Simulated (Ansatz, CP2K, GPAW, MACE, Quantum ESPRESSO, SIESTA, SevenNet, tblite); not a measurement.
# tblite on (5,5) carbon nanotube bundle (80 atoms): settings against a plane-wave reference

How do the settings of tblite change the result for (5,5) carbon nanotube bundle (80 atoms)? A plane-wave run serves as the yardstick.

Method: the method is named at each step, in tblite 0.8.0.

## (1) Set-up

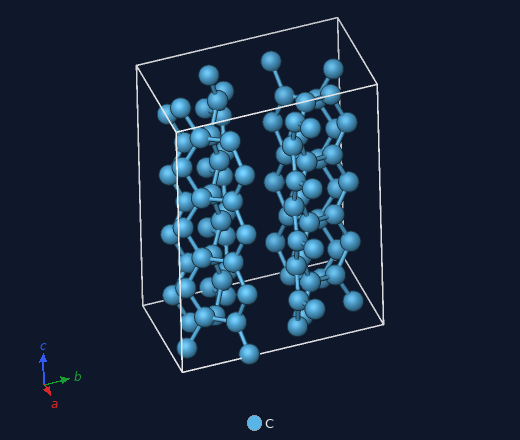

The starting structure, seen from the side, with the c axis up (carbon blue). Some periodic images of atoms are drawn too.

The cell holds 80 atoms: 80 C. Its edges and angles: a = 10.081 Å, b = 10.081 Å, c = 9.721 Å, α = 90.0°, β = 90.0°, γ = 120.0°. It derives from C (graphene). Graphene sheet (a = 2.46 Å) rolled into a (5,5) tube of diameter 6.78 Å, 4 periods, hexagonal bundle with 3.3 Å between walls; minimised with a classical potential (one cell length free). Then every atom was moved at random, 0.02 Å r.m.s. a Cartesian component. The structure's axis is c.

The yardstick, on the same geometry:

* method: Kohn-Sham DFT, PBE, PAW, plane waves (Ansatz 0.2.0); cutoff 420 eV, Γ point, fermi-dirac smearing of 0.05 eV; PAW set soft_2
* r.m.s. force component: 1.372 eV/Å
* longest force: 5.526 eV/Å
* pressure: 11.12 GPa
* SCF cycles: 9
* time: 4.8 s on 8 threads of Arm Neoverse V2, shared host
* CPU time: 33 s

## (2) IPEA1-xTB

Method: IPEA1-xTB tight binding, diagonalisation.

run.py reads:

```python
import numpy as np
from ase.io import read
from tblite.ase import TBLite

atoms = read("structure.xyz")
atoms.calc = TBLite(method="IPEA1-xTB", electronic_temperature=580, accuracy=1.0, max_iterations=250, mixer_damping=0.1, verbosity=1)
energy = atoms.get_potential_energy()
forces = atoms.get_forces()
print(f"energy {energy:.6f} eV")
print("forces (eV/A)")
for i, (a, f) in enumerate(zip(atoms, forces)):
    print(f"{i:4d} {a.symbol:2s} {f[0]:10.5f} {f[1]:10.5f} {f[2]:10.5f}")
stress = -atoms.get_stress(voigt=False) * 160.21766
print("stress (GPa, compression positive)")
for row in stress:
    print(" ".join(f"{x:10.4f}" for x in row))
print("charges (e)")
print(np.array2string(atoms.get_charges(), precision=4, suppress_small=True, max_line_width=110, threshold=100000))
```

structure.xyz reads:

```xyz
80
Lattice="10.08135 0.00000 0.00000 -5.04067 8.73070 0.00000 0.00000 0.00000 9.72051" Properties=species:S:1:pos:R:3 pbc="T T T"
C 3.36500 0.70064 1.27572
C 3.12663 1.39307 0.05998
C 2.26427 2.51252 0.03908
C 1.68863 2.91483 1.28330
C 0.36510 3.33958 1.29594
C -0.36227 3.39354 2.49224
C 8.36808 2.91317 0.08068
C 7.82908 2.52038 1.25570
C 6.94338 1.40625 1.30459
C 6.76539 0.71854 2.47688
C 1.69856 8.05835 0.09108
C 1.94586 7.34243 1.26726
C 2.75055 6.22770 1.27591
C 3.33103 5.82626 2.50566
C 4.68012 5.39514 2.50935
C 5.45104 5.34782 1.31519
C 6.71635 5.79815 1.26328
C -2.73875 6.24533 2.47474
C -1.91288 7.30105 2.50274
C -1.73807 8.00020 1.26736
C 3.33794 0.68920 3.72451
C 3.15062 1.36112 2.48320
C 2.24708 2.46372 2.48826
C 1.69110 2.93535 3.69302
C 0.37815 3.34037 3.67426
C -0.34337 3.35154 4.92023
C 8.40316 2.89239 2.50954
C 7.80660 2.46904 3.68543
C 6.99782 1.35509 3.71596
C 6.75541 0.68222 4.91615
C 1.68944 8.01234 2.51236
C 1.95120 7.35850 3.71673
C 2.79818 6.23756 3.69564
C 3.37443 5.81168 4.90837
C 4.67735 5.37322 4.90730
C 5.38662 5.37069 3.70769
C 6.70813 5.81604 3.70031
C -2.78119 6.21739 4.94142
C -1.92982 7.37229 4.92966
C -1.71241 8.04953 3.73899
C 3.31555 0.68798 6.12693
C 3.10848 1.34138 4.94356
C 2.24406 2.50091 4.94074
C 1.71595 2.92513 6.13082
C 0.35164 3.36795 6.12120
C -0.34765 3.36595 7.35318
C 8.39051 2.91693 4.93141
C 7.78452 2.51112 6.14881
C 6.98179 1.39822 6.12450
C 6.75803 0.70387 7.35843
C 1.69332 8.00247 4.92392
C 1.93099 7.36295 6.12878
C 2.77298 6.20788 6.14764
C 3.32997 5.82023 7.36329
C 4.70346 5.37270 7.36591
C 5.39428 5.36545 6.13384
[... 20 atom lines left out ...]
C 6.72270 5.81404 8.59604
C -2.74364 6.24647 0.05871
C -1.92967 7.34880 0.08350
C -1.72239 8.02002 8.57689
```

Launch:

```
> OMP_NUM_THREADS=1 python run.py > output.txt
```

Log:

```text
------------------------------------------------------------
  cycle        total energy    energy error   density error
------------------------------------------------------------
      1     -193.6138460447  -1.9816881E+02   7.3090128E-01
      2     -193.6153938212  -1.5477765E-03   6.5778831E-01
      3     -193.6078977671   7.4960540E-03   1.0029429E-02
      4     -193.6154947680  -7.5970009E-03   1.9767979E-03
      5     -193.6158229746  -3.2820663E-04   3.5029994E-04
      6     -193.6158332232  -1.0248597E-05   5.8369504E-05
      7     -193.6158335814  -3.5814656E-07   2.5070872E-05
      8     -193.6158336159  -3.4570149E-08   1.7545065E-05
------------------------------------------------------------
 total:                                   4.959 sec
energy -5268.555189 eV
forces (eV/A)
   0 C    -0.12255   -0.45550   -0.46880
   1 C     0.18800   -0.80741    0.49206
   2 C     0.71439   -0.21362    2.04235
   3 C     1.02306   -0.49345   -0.72792
   4 C    -1.58059    0.79346   -1.74530
   5 C     0.49532   -0.58630    0.17927
   6 C     1.44167    0.91037   -2.28284
   7 C    -1.42542   -0.77647    3.63594
   8 C     0.17997   -0.55053   -3.40609
   9 C    -0.91594   -1.69212    1.63997
  10 C     0.09395   -2.27558   -2.76593
  11 C    -1.79330    2.19210    1.77319
  12 C     0.96774   -1.27505    0.82010
  13 C     0.97370   -0.78629   -1.93501
  14 C     0.41284   -0.74296   -1.17211
  15 C    -5.78769   -0.27989   -2.77656
  16 C     4.48001    1.66972    0.64853
  17 C    -3.56343   -3.99152    1.25656
  18 C     1.84400    4.64924    0.10902
  19 C     1.65270    1.41682    2.35812
  20 C     0.22535    1.68971   -0.88595
  21 C    -0.73262    0.50019    1.11287
  22 C     1.13104    0.58183   -0.03011
  23 C     1.81844   -1.42222    0.77179
[...]
72 C     0.38877   -0.40818    2.79321
  73 C    -0.62240   -0.04992   -2.43889
  74 C     3.41340   -0.72865    1.38277
  75 C    -2.75852   -0.86352    4.26708
  76 C     3.02592    1.06278   -2.78047
  77 C    -2.48414   -3.04737    0.52094
  78 C     0.74679    0.65044   -2.02050
  79 C     0.14590   -0.77103   -0.39409
stress (GPa, compression positive)
    4.4822     1.3537     0.0226
    1.3537     5.6339    -0.1311
    0.0226    -0.1311     6.5048
charges (e)
[-0.0013 -0.0016  0.002   0.0006  0.0011 -0.0026  0.0029  0.0009 -0.005   0.0015  0.0008  0.0016  0.0025
  0.0017  0.0001 -0.0026  0.003   0.001  -0.0015  0.0022  0.0027 -0.0029  0.0018  0.0001  0.0023 -0.0022
  0.0019 -0.0007  0.0001  0.0003 -0.0039  0.0009  0.0017  0.0012  0.0011  0.0003 -0.002  -0.0031 -0.0032
  0.0021  0.0045 -0.0011 -0.0007  0.0024 -0.0013 -0.0001 -0.0025  0.0024 -0.0012 -0.0026  0.0011  0.0022
 -0.0028  0.0021 -0.0012 -0.0021  0.004  -0.0023 -0.0008  0.0025  0.0008 -0.0054  0.0005  0.0019 -0.0031
 -0.0045 -0.0008  0.002   0.0009  0.0006  0.0004 -0.0025 -0.0002  0.0015 -0.0065  0.0023  0.0004  0.0009
  0.0026 -0.0001]
```

Wall time 5.5 s (1 thread of Arm Neoverse V2, shared host); peak memory 0.11 GiB.

Banners, paths, timers and routine set-up lines are dropped from the logs unmarked, and long logs keep their key lines alone; longer cuts are marked.

Compared with the plane-wave run:

```yaml
r_m_s_force_component: 1.594 eV/Å
r_m_s_difference_of_force_components: 268.5 meV/Å
longest_difference_of_force_vectors: 917.2 meV/Å
force_difference_over_r_m_s_force: 19.58 %
slope_of_forces_against_the_reference_s: 1.156
correlation_of_force_components: 0.9948
pressure: 5.54 GPa
pressure_difference: -5.576 GPa
```

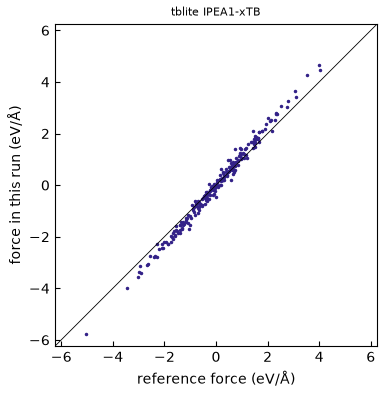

Force components against those of the reference; the line marks equality.

The surroundings of C77, picked at random, nearest first, numbered as they follow in the input and with coordinates relative to it.

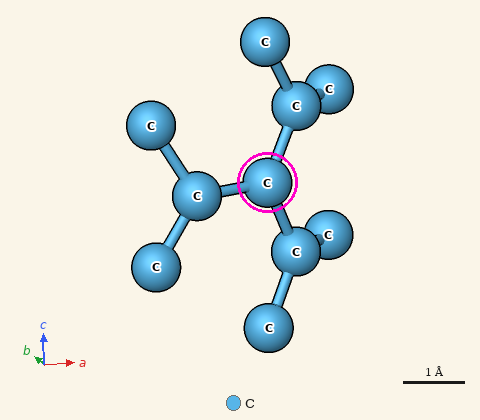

The atoms of the table, within 2.5 Å (arrows a, b, c point along x, y, z); some may hide others; the central atom is ringed.

```csv
atom,x,y,z,distance (Å),bonds,Mulliken charge (e),Fx,Fy,Fz (eV/Å)
C77,0.00,0.00,0.00,0.00,3,0.00,3.03,1.06,-2.78
C76,-1.30,-0.42,-0.07,1.37,3,0.00,-2.76,-0.86,4.27
C78,0.62,0.43,1.18,1.40,3,0.00,-2.48,-3.05,0.52
C58,0.57,0.42,-1.28,1.46,3,0.00,0.02,-0.40,3.08
C17,-0.01,-0.02,2.39,2.39,3,0.00,4.48,1.67,0.65
C55,-2.02,-0.44,-1.23,2.41,3,0.00,-1.56,0.06,-2.45
C75,-2.06,-0.42,1.17,2.41,3,-0.01,3.41,-0.73,1.38
C79,1.43,1.53,1.21,2.42,3,0.00,0.75,0.65,-2.02
C59,1.39,1.55,-1.26,2.43,3,0.00,0.63,-0.04,1.58
C57,-0.01,0.01,-2.46,2.46,3,0.00,0.59,-0.54,-0.33
```

Atoms are counted from 1 here, from 0 in the log.

Forces lie 20 % from the reference's, at 0.17 times its CPU time (on 1 against 8 cores).

## (3) GFN2-xTB

Method: GFN2-xTB tight binding, diagonalisation.

run.py, as its differences from that of step 2:

```diff
@@ -5,3 +5,3 @@
 atoms = read("structure.xyz")
-atoms.calc = TBLite(method="IPEA1-xTB", electronic_temperature=580, accuracy=1.0, max_iterations=250, mixer_damping=0.1, verbosity=1)
+atoms.calc = TBLite(method="GFN2-xTB", electronic_temperature=580, accuracy=1.0, max_iterations=250, mixer_damping=0.1, verbosity=1)
 energy = atoms.get_potential_energy()
```

structure.xyz is that of step 2.

Log:

```text
------------------------------------------------------------
  cycle        total energy    energy error   density error
------------------------------------------------------------
      1     -171.9306198880  -1.7570372E+02   1.4640811E-01
      2     -171.9316882397  -1.0683517E-03   1.3164012E-01
      3     -171.9279564579   3.7317818E-03   7.2607748E-03
      4     -171.9326454929  -4.6890350E-03   1.6952578E-03
      5     -171.9326964865  -5.0993583E-05   1.2877619E-03
      6     -171.9327016818  -5.1952453E-06   8.0363759E-04
      7     -171.9327085202  -6.8384613E-06   1.5448558E-04
      8     -171.9327105944  -2.0741201E-06   5.4452333E-05
      9     -171.9327107258  -1.3148920E-07   3.5051346E-05
     10     -171.9327107583  -3.2500367E-08   2.0686007E-05
     11     -171.9327107612  -2.8486795E-09   6.9268062E-06
------------------------------------------------------------
 total:                                   5.152 sec
energy -4678.527363 eV
forces (eV/A)
   0 C    -0.09144   -0.30389   -0.40373
   1 C     0.20142   -0.60019    0.42147
   2 C     0.60882   -0.15535    1.65921
   3 C     0.87756   -0.39680   -0.58278
   4 C    -1.32457    0.67880   -1.38023
   5 C     0.41083   -0.39660    0.12266
   6 C     1.13629    0.75792   -1.86450
   7 C    -1.18468   -0.62017    2.94005
   8 C     0.09818   -0.40362   -2.73916
   9 C    -0.71567   -1.31003    1.29823
  10 C     0.07392   -1.89812   -2.18559
  11 C    -1.50151    1.74205    1.42592
[...]
75 C    -2.25449   -0.75185    3.40622
  76 C     2.48713    0.86703   -2.18786
  77 C    -1.92262   -2.45415    0.42735
  78 C     0.69022    0.51373   -1.61888
  79 C     0.11084   -0.71838   -0.33872
stress (GPa, compression positive)
    5.7246     1.1212     0.0200
    1.1212     6.5759    -0.1307
    0.0200    -0.1307     7.6634
charges (e)
[-0.001  -0.0009  0.0033  0.0004  0.0022 -0.0013  0.0062  0.0017 -0.0066  0.0018  0.0008  0.0028  0.0051
  0.0014 -0.0009 -0.002   0.0037  0.0012 -0.0006  0.0007  0.0049 -0.0023  0.0002  0.0007  0.0034 -0.0025
  0.0008  0.0002  0.0021 -0.0016 -0.0076  0.0023  0.0023  0.0001  0.0024  0.0032 -0.0064 -0.0055 -0.0048
  0.002   0.0088 -0.0021 -0.0035  0.0055 -0.0024  0.0026 -0.0069  0.0062 -0.0012 -0.0075  0.003   0.0043
 -0.0056  0.0028 -0.0014 -0.0036  0.0073 -0.0051 -0.0009  0.0033  0.0016 -0.0103  0.0002  0.0035 -0.0035
 -0.0085 -0.0039  0.002   0.0057 -0.0009  0.0008 -0.0043  0.0004  0.0026 -0.013   0.0063 -0.0008  0.0007
  0.0075 -0.0016]
```

It took 5.7 s on 1 thread; peak memory 0.11 GiB.

Against the reference:

```
r.m.s. force component                  : 1.29 eV/Å
r.m.s. difference of force components   : 142.6 meV/Å
longest difference of force vectors     : 457.8 meV/Å
force difference over r.m.s. force      : 10.4 %
slope of forces against the reference's : 0.9371
correlation of force components         : 0.9961
pressure                                : 6.655 GPa
pressure difference                     : -4.461 GPa
```

Against the first run (20 %), the force difference from the reference is 10 %, at 1.0 times the CPU time.

## (4) The ladder

Differences are against the plane-wave reference, forces as r.m.s. over components; share is that over the reference's r.m.s. force, slope the least-squares factor from reference forces to these. Total energies of different programs have different zeros and aren't compared.

```csv
run,"Δ force, r.m.s. (meV/Å)",share (%),slope,Δ pressure (GPa),cores,CPU time,memory (GiB)
reference,-,-,-,-,8,33 s,0.95
tblite IPEA1-xTB,268,19.6,1.156,-5.58,1,5.5 s,0.11
tblite GFN2-xTB,143,10.4,0.937,-4.46,1,5.7 s,0.11
```

CPU time is summed over cores on a shared host, where runs went side by side, so it is rough. Symmetry, cutoffs, thresholds, outputs and thread counts weren't matched or tuned between programs; memory under MPI is the largest rank's times the ranks.

## (5) Summary of results

```
nearest in forces : tblite GFN2-xTB, 10 %
its CPU time      : 5.7 s
```

In words: Tight binding differs by 10 % (tblite GFN2-xTB) to 20 % (tblite IPEA1-xTB); it is another model, with fitted parameters of its own, and the xTB methods hold dispersion. IPEA1-xTB was fitted to ionisation energies and electron affinities, not to forces or charges. Of the electronic-structure runs that take under half the reference's CPU time, tblite GFN2-xTB comes nearest, at 10 % in 5.7 s against 33 s; its pressure misses by -4.5 GPa. Periodic xTB results under one method name differ between programs and library versions. The reference's pressure of 11 GPa belongs to a cell and atoms that aren't relaxed at this level. The electronic-structure runs sample only Γ, in a cell whose shortest periodic width is 9 Å.

[Also dropped from logs without a mark: logging warnings of Python, and SIESTA's first energy breakdown and zero terms.]

[Logs are printed without paths, hosts, clocks, repeated set-up lines and the standing remarks that a program may print on its own settings, such as how far it seeks lower states.]

[Hosts, paths, dates, database ids (printed as entryN), source tags and the programs' standing remarks are cut or masked in the printed files.]
